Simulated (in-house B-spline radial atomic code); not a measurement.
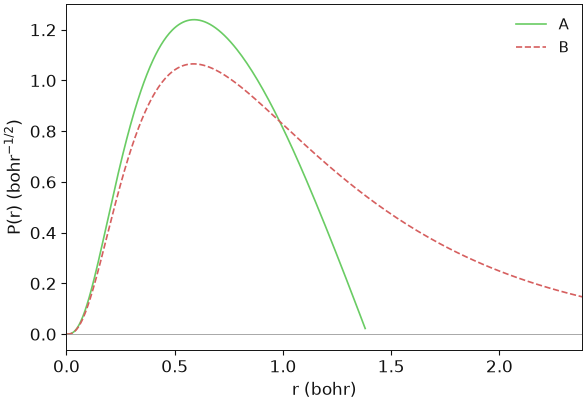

Cu³⁺ (Z = 29, 26 electrons) in [Ne] 3s2 3p5 3d9 was computed in two surroundings: the hard spherical wall at 1.39 bohr; the hard spherical wall at 9.11 bohr. The calculation used an in-house B-spline radial code at this level: scalar-relativistic (spin-free one-electron X2C) PBE, spherical fractional occupations, Fermi nucleus, hard spherical wall, basis-set limit. Radial functions and radii carry no picture-change correction.

The plot shows P(r) = r R(r) of the 3d orbital in both runs.

**Assign A and B.**

A is the hard spherical wall at 1.39 bohr (⟨r⟩ = 0.657 bohr, eigenvalue 11.2 eV); B is the hard spherical wall at 9.11 bohr (⟨r⟩ = 0.851 bohr, eigenvalue −49.8 eV). The tighter surroundings squeeze the orbital.
